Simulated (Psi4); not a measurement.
**doublet [BClF2]+: levels of theory compared**

Wanted: a comparison of 4 runs (UHF/3-21G, UDSD-PBEP86/aug-cc-pVDZ, UHSE06/aug-cc-pVDZ, UMP3/aug-cc-pVDZ) of doublet [BClF2]+. 

The results are computed with Psi4 1.11.

## (1) The molecule

[BClF2]+ has 4 atoms, charge +1, and is taken as a doublet. As SMILES of the parent species, `FB(F)Cl`. Geometry: relaxed at PBE0-D4/def2-TZVP. That shape belongs to the parent species and isn't relaxed for this state.

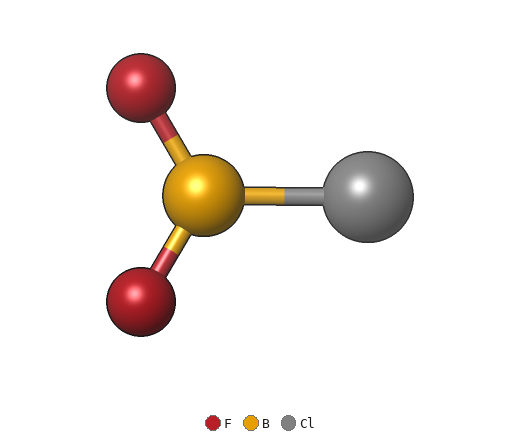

Viewed from a chosen angle; fluorine red, boron amber, chlorine grey.

## (2) Energy and forces at UHF/3-21G (run 1)

Input file bclf2.xyz:

```xyz
4
BClF2
F     -0.173700    -1.254300    -0.546300
B     -0.067100    -0.041300    -0.062000
F     -1.011600     0.830100    -0.317700
Cl     1.307900     0.405300     0.905700
```

Input file bclf2_ase.py:

```python
import numpy as np
from ase.calculators.psi4 import Psi4
from ase.io import read

a = read('bclf2.xyz')
calc = Psi4(atoms=a, method='scf', basis='3-21G', memory='1600MB', num_threads=1, charge=1, multiplicity=2, label='psi4-calc', reference='uhf')
calc.psi4.set_options({'puream': True, 'e_convergence': 1e-09, 'd_convergence': 1e-08, 'scf_type': 'pk', 'maxiter': 100})
a.calc = calc

forces = a.get_forces()
print(f'energy: {a.get_potential_energy():.6f} eV')
print('forces / eV A^-1')
print(np.round(forces, 5))
```

Started as:

```console
$ python bclf2_ase.py
```

psi4-calc.dat:

```text
[...]
  Running in c1 symmetry.
[...]
  Nuclear repulsion =  142.136300753478139
[...]
  Multiplicity = 2
[...]
  Nalpha       = 20
  Nbeta        = 19
[...]
    Number of basis functions: 40
[...]
   @UHF iter   1:  -679.26500053389134   -8.74076e-02   1.05878e-02 DIIS/ADIIS
[...]
   @UHF iter  13:  -679.36584957945217   -3.29692e-12   9.79821e-09 DIIS
[...]
   @S^2 Observed:                7.519222352E-01
[...]
    Orbital Energies [Eh]
    ---------------------
    Alpha Occupied:
       1A   -104.564477     2A    -26.476055     3A    -26.475950
       4A    -10.960532     5A     -8.440379     6A     -8.417855
       7A     -8.413596     8A     -8.059448     9A     -1.919621
      10A     -1.884934    11A     -1.585097    12A     -1.075677
      13A     -1.033202    14A     -1.029143    15A     -0.984733
      16A     -0.943273    17A     -0.903143    18A     -0.898611
      19A     -0.898222    20A     -0.887505
    Alpha Virtual:
      21A     -0.110541    22A     -0.056055    23A      0.122061
      24A      0.171173    25A      0.300281    26A      0.312934
[...]
  @UHF Final Energy:  -679.36584957945217
   => Energetics <=
    Nuclear Repulsion Energy =            142.1363007534781389
    One-Electron Energy =               -1212.5584848550270181
    Two-Electron Energy =                 391.0563345220967904
    Total Energy =                       -679.3658495794521741
  UHF NO Occupations:
  HONO-2 :   18  A 1.9998071
  HONO-1 :   19  A 1.9994204
[...]
 Multipole Moments:
 ------------------------------------------------------------------------------------
     Multipole            Electronic (a.u.)      Nuclear  (a.u.)        Total (a.u.)
 ------------------------------------------------------------------------------------
 L = 1.  Multiply by 2.5417464519 to convert [e a0] to [Debye]
 Dipole X            :          0.2989286            0.9901965            1.2891251
 Dipole Y            :          0.0974175            0.3216348            0.4190523
 Dipole Z            :          0.2106778            0.6969061            0.9075840
 Magnitude           :                                                    1.6313053
[...]
  -Total Gradient:
     Atom            X                  Y                   Z
    ------   -----------------  -----------------  -----------------
       1       -0.016949119305     0.001539169653    -0.009489121068
       2        0.081038750767     0.026498133731     0.057111581697
       3       -0.011796089044    -0.011054638087    -0.010816812948
       4       -0.052293542403    -0.016982665298    -0.036805647682
[...]
```

On the terminal:

```text
energy: -18486.486385 eV
forces / eV A^-1
[[ 0.87156 -0.07915  0.48795]
 [-4.16718 -1.36259 -2.9368 ]
 [ 0.60658  0.56845  0.55622]
 [ 2.68904  0.87328  1.89262]]
```

Wall time 2.4 s (1 thread of Intel Xeon Platinum 8259CL at 2.50GHz (Skylake/Cascade Lake), shared host); peak memory 0.19 GiB.

## (3) A single-point energy at UDSD-PBEP86/aug-cc-pVDZ (density fitting for correlation) (run 2)

Input file bclf2.dat:

```
memory 1600 MB

molecule geom {
  1 2
  F     -0.173700    -1.254300    -0.546300
  B     -0.067100    -0.041300    -0.062000
  F     -1.011600     0.830100    -0.317700
  Cl     1.307900     0.405300     0.905700
  symmetry c1
  no_reorient
  no_com
}

set basis aug-cc-pVDZ
set reference uks
set puream true
set e_convergence 1e-09
set d_convergence 1e-08
set scf_type pk
set dft_radial_points 99
set dft_spherical_points 590
set num_frozen_docc 8
set maxiter 100

energy("dsd-pbep86")
```

Started as:

```console
$ psi4 bclf2.dat bclf2.out -n 1
```

bclf2.out:

```text
[...]
  Running in c1 symmetry.
[...]
  Nuclear repulsion =  142.136300753478139
[...]
  Multiplicity = 2
[...]
  Nalpha       = 20
  Nbeta        = 19
[...]
    Number of basis functions: 96
[...]
   @UKS iter   1:  -683.35053447731764   -5.30232e-02   4.91735e-03 DIIS/ADIIS
[...]
   @UKS iter  13:  -683.45043429403597   -8.52651e-12   6.39016e-09 DIIS
[...]
   @S^2 Observed:                7.561910277E-01
[...]
    Orbital Energies [Eh]
    ---------------------
    Alpha Occupied:
       1A   -104.139515     2A    -26.027919     3A    -26.027869
       4A    -10.635373     5A     -8.216093     6A     -8.194281
       7A     -8.190134     8A     -7.760793     9A     -1.775920
      10A     -1.745483    11A     -1.462949    12A     -1.011168
      13A     -0.963182    14A     -0.959167    15A     -0.904033
      16A     -0.884776    17A     -0.839995    18A     -0.834463
      19A     -0.823869    20A     -0.822242
    Alpha Virtual:
      21A     -0.175425    22A     -0.154649    23A     -0.108943
      24A     -0.088434    25A     -0.087820    26A     -0.086716
[...]
  @UKS Final Energy:  -683.45043429403597
   => Energetics <=
    Nuclear Repulsion Energy =            142.1363007534781389
    One-Electron Energy =               -1217.1865466828776334
    Two-Electron Energy =                 406.6165439961471293
    DFT Exchange-Correlation Energy =     -15.0167323607834664
    Empirical Dispersion Energy =           0.0000000000000000
    VV10 Nonlocal Energy =                  0.0000000000000000
    Total Energy =                       -683.4504342940359720
[...]
 Multipole Moments:
 ------------------------------------------------------------------------------------
     Multipole            Electronic (a.u.)      Nuclear  (a.u.)        Total (a.u.)
 ------------------------------------------------------------------------------------
 L = 1.  Multiply by 2.5417464519 to convert [e a0] to [Debye]
 Dipole X            :        -19.3218598           21.2237031            1.9018433
 Dipole Y            :         -4.8344349            5.4155771            0.5811422
 Dipole Z            :        -12.5048487           13.8155987            1.3107501
 Magnitude           :                                                    2.3817640
[...]
```

Wall time 26 s (1 thread of Intel Xeon Platinum 8259CL at 2.50GHz (Skylake/Cascade Lake), shared host); peak memory 0.75 GiB.

## (4) Energy and gradient at UHSE06/aug-cc-pVDZ (run 3)

Input file run.py:

```python
import psi4

psi4.set_memory(1600000000)
psi4.set_num_threads(1)
psi4.core.set_output_file('psi4.out', False)

geom = psi4.geometry("""
1 2
F     -0.173700    -1.254300    -0.546300
B     -0.067100    -0.041300    -0.062000
F     -1.011600     0.830100    -0.317700
Cl     1.307900     0.405300     0.905700
symmetry c1
""")

psi4.set_options({
    'basis': 'aug-cc-pVDZ',
    'reference': 'uks',
    'puream': True,
    'e_convergence': 1e-09,
    'd_convergence': 1e-08,
    'scf_type': 'pk',
    'dft_radial_points': 99,
    'dft_spherical_points': 590,
    'maxiter': 100,
})

result = psi4.gradient('HSE06')
print('gradient / Eh bohr^-1')
print(result.np.round(6))
```

Started as:

```console
$ python run.py
```

psi4.out:

```text
[...]
  Running in c1 symmetry.
[...]
  Nuclear repulsion =  142.136300753478139
[...]
  Multiplicity = 2
[...]
  Nalpha       = 20
  Nbeta        = 19
[...]
    Number of basis functions: 96
[...]
   @UKS iter   1:  -684.01070805162749    2.02002e-01   5.33222e-03 ADIIS/DIIS
[...]
   @UKS iter  13:  -684.11901916480269   -3.06954e-12   3.22984e-09 DIIS
[...]
   @S^2 Observed:                7.534636679E-01
[...]
  @UKS Final Energy:  -684.11901916480269
   => Energetics <=
    Nuclear Repulsion Energy =            142.1363007534781389
    One-Electron Energy =               -1217.2994224726830907
    Two-Electron Energy =                 431.4274071169514855
    DFT Exchange-Correlation Energy =     -40.3833045625490996
    Empirical Dispersion Energy =           0.0000000000000000
    VV10 Nonlocal Energy =                  0.0000000000000000
    Total Energy =                       -684.1190191648026939
[...]
 Multipole Moments:
 ------------------------------------------------------------------------------------
     Multipole            Electronic (a.u.)      Nuclear  (a.u.)        Total (a.u.)
 ------------------------------------------------------------------------------------
 L = 1.  Multiply by 2.5417464519 to convert [e a0] to [Debye]
 Dipole X            :          0.1574523            0.9901965            1.1476488
 Dipole Y            :          0.0513900            0.3216348            0.3730248
 Dipole Z            :          0.1110254            0.6969061            0.8079315
 Magnitude           :                                                    1.4522392
[...]
  -Total Gradient:
     Atom            X                  Y                   Z
    ------   -----------------  -----------------  -----------------
       1       -0.017558234154    -0.004856876663    -0.012069727777
       2        0.061783490436     0.020184039763     0.043537962293
       3       -0.016852552233    -0.006443338400    -0.012203553438
       4       -0.027350704438    -0.008876704471    -0.019249131695
[...]
```

On the terminal:

```text
gradient / Eh bohr^-1
[[-0.017558 -0.004857 -0.01207 ]
 [ 0.061783  0.020184  0.043538]
 [-0.016853 -0.006443 -0.012204]
 [-0.027351 -0.008877 -0.019249]]
```

Wall time 90 s (1 thread of Intel Xeon Platinum 8259CL at 2.50GHz (Skylake/Cascade Lake), shared host); peak memory 0.84 GiB.

## (5) The energy at UMP3/aug-cc-pVDZ (run 4)

Input file bclf2.json:

```json
{
  "schema_name": "qcschema_input",
  "schema_version": 1,
  "molecule": {
    "schema_name": "qcschema_molecule",
    "schema_version": 2,
    "symbols": ["F", "B", "F", "Cl"],
    "geometry": [-0.32824543, -2.37028348, -1.03235738, -0.12680062, -0.07804569, -0.11716302, -1.91164695, 1.56866166, -0.60036599, 2.4715728, 0.765906, 1.71152495],
    "molecular_charge": 1,
    "molecular_multiplicity": 2,
    "fix_symmetry": "c1",
    "fix_com": true,
    "fix_orientation": true
  },
  "driver": "energy",
  "model": {
    "method": "mp3",
    "basis": "aug-cc-pVDZ"
  },
  "keywords": {
    "reference": "uhf",
    "puream": true,
    "e_convergence": 1e-09,
    "d_convergence": 1e-08,
    "scf_type": "pk",
    "num_frozen_docc": 8,
    "maxiter": 100,
    "mp_type": "conv"
  }
}
```

Started as:

```console
$ psi4 --qcschema bclf2.json -n 1 --memory 1600MB
```

stdout:

```text
[...]
  Running in c1 symmetry.
[...]
  Nuclear repulsion =  142.136300707000061
[...]
  Multiplicity = 2
[...]
  Nalpha       = 20
  Nbeta        = 19
[...]
    Number of basis functions: 96
[...]
   @UHF iter   1:  -682.70573483378246   -1.89441e-01   4.98459e-03 ADIIS/DIIS
[...]
   @UHF iter  13:  -682.81755427286237   -5.34328e-12   6.07927e-09 DIIS
[...]
   @S^2 Observed:                7.585036146E-01
[...]
    Orbital Energies [Eh]
    ---------------------
    Alpha Occupied:
       1A   -105.294297     2A    -26.584345     3A    -26.584292
       4A    -11.017204     5A     -8.502903     6A     -8.478856
       7A     -8.476056     8A     -8.068620     9A     -1.908483
      10A     -1.877134    11A     -1.563855    12A     -1.083166
      13A     -1.033396    14A     -1.026414    15A     -0.972379
      16A     -0.946370    17A     -0.905025    18A     -0.903185
      19A     -0.895516    20A     -0.875733
    Alpha Virtual:
      21A     -0.125921    22A     -0.115990    23A     -0.075196
      24A     -0.074146    25A     -0.072222    26A     -0.062830
[...]
  @UHF Final Energy:  -682.81755427286237
   => Energetics <=
    Nuclear Repulsion Energy =            142.1363007070000606
    One-Electron Energy =               -1217.1489637324048090
    Two-Electron Energy =                 392.1951087525422963
    Total Energy =                       -682.8175542728623668
  UHF NO Occupations:
  HONO-2 :   18  A 1.9998102
  HONO-1 :   19  A 1.9961699
[...]
 Multipole Moments:
 ------------------------------------------------------------------------------------
     Multipole            Electronic (a.u.)      Nuclear  (a.u.)        Total (a.u.)
 ------------------------------------------------------------------------------------
 L = 1.  Multiply by 2.5417464519 to convert [e a0] to [Debye]
 Dipole X            :        -19.2688335           21.2237031            1.9548696
 Dipole Y            :         -4.8171990            5.4155772            0.5983782
 Dipole Z            :        -12.4675150           13.8155987            1.3480837
 Magnitude           :                                                    2.4488571
[...]
	SCS-MP2 Total Energy (a.u.)        :  -683.38956554027220
	SOS-MP2 Total Energy (a.u.)        :  -683.37845489907681
[...]
	SOS-PI-MP2 Total Energy (a.u.)     :  -683.42160110109330
[...]
	MP2 Total Energy (a.u.)            :  -683.41178682266298
[...]
	SCS-MP3 Total Energy (a.u.)        :  -683.39233348625714
[...]
	MP3 Total Energy (a.u.)            :  -683.42285860660286
[...]
```

The result, in JSON:

```text
{
 "driver": "energy",
 "model": {
  "method": "mp3",
  "basis": "aug-cc-pVDZ"
 },
 "success": true,
 "return_result": -683.4228586066029,
 "properties": {
  "calcinfo_nbasis": 96,
  "calcinfo_nmo": 96,
  "calcinfo_nalpha": 20,
  "calcinfo_nbeta": 19,
  "calcinfo_natom": 4,
  "nuclear_repulsion_energy": 142.13630070700006,
  "return_energy": -683.4228586066029,
  "scf_one_electron_energy": -1217.1489637324048,
  "scf_two_electron_energy": 392.1951087525423,
  "scf_dipole_moment": [1.9548696142260056, 0.5983782094451104, 1.3480836936166742],
  "scf_total_energy": -682.8175542728624,
  "scf_iterations": 13,
  "mp2_same_spin_correlation_energy": -0.1627705296356279,
  "mp2_opposite_spin_correlation_energy": -0.43146202016498364,
  "mp2_singles_energy": 0.0,
  "mp2_doubles_energy": -0.5942325498006116,
  "mp2_correlation_energy": -0.5942325498006085,
  "mp2_total_energy": -683.411786822663
 }
}
```

It took 28 s on 1 thread of Intel Xeon Platinum 8259CL at 2.50GHz (Skylake/Cascade Lake), shared host; peak memory 0.73 GiB.

## (6) All runs side by side

```csv
run,level,task,frozen core orbitals,energy (Eh),HOMO energy (eV),LUMO energy (eV),⟨S²⟩,wall time
1,UHF/3-21G,gradient,0,-679.365850,-23.23,-11.15,0.752,2.4 s
2,UDSD-PBEP86/aug-cc-pVDZ (density fitting for correlation),energy,8,-683.761610,-21.79,-12.69,0.756,26 s
3,UHSE06/aug-cc-pVDZ,gradient,0,-684.119019,-18.62,-16.06,0.753,90 s
4,UMP3/aug-cc-pVDZ,energy,8,-683.422859,-23.12,-10.59,0.759,28 s
```

## (7) Results

```
                                                         quantity          value
                                              run 4: total energy  -683.42286 Eh
run 4: HOMO energy (Hartree–Fock orbitals) (highest over α and β)      -23.12 eV
 run 4: LUMO energy (Hartree–Fock orbitals) (lowest over α and β)      -10.59 eV
               run 4: correlation energy (8 core orbitals frozen)     -605.3 mEh
                         run 4: ⟨S²⟩ of the reference determinant          0.759
```

Totals of different functionals can't be ranked against each other. All runs together took 2.4 min, the longest 90 s.
